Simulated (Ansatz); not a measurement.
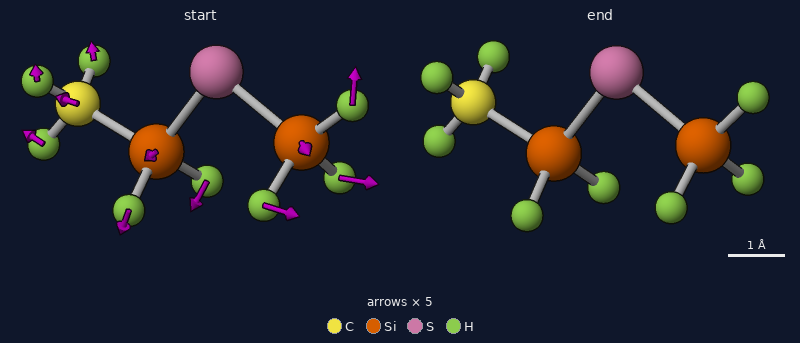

The structure of CH₈SSi₂ (coarse preliminary run) before (left) and after (right) a relaxation, at one scale. The purple arrows give the displacements, 5 times their true length.

The picture is a ball-and-stick view, seen at a tilt.

The start comes from a force field.

The calculation used Ansatz, RKS PBE-D4/def2-SVP. (force threshold 0.03 eV/Å; at most 200 steps)

**What changed between the two?**

Over 6 geometry steps the energy falls by 28.7 kJ/mol. The largest force component goes from 1.9 to 0.0039 eV/Å. The largest moves after the best rigid fit, 0.16 Å, are those of H atoms. Largest moves by element: H 0.16 Å, C 0.11 Å, Si 0.08 Å, S 0.01 Å. Some distances before and after: C–Si 1.812 → 1.882 Å, H–Si 1.433 → 1.501 Å, S–Si 2.108 → 2.174 Å, S–Si 2.096 → 2.161 Å. Among the angles between lasting bonds that change: S–Si–H 112.8° → 106.1°, H–C–H 102.9° → 108.4°, H–Si–H 112.8° → 107.8°. The run took roughly 30 core-seconds on a shared host.
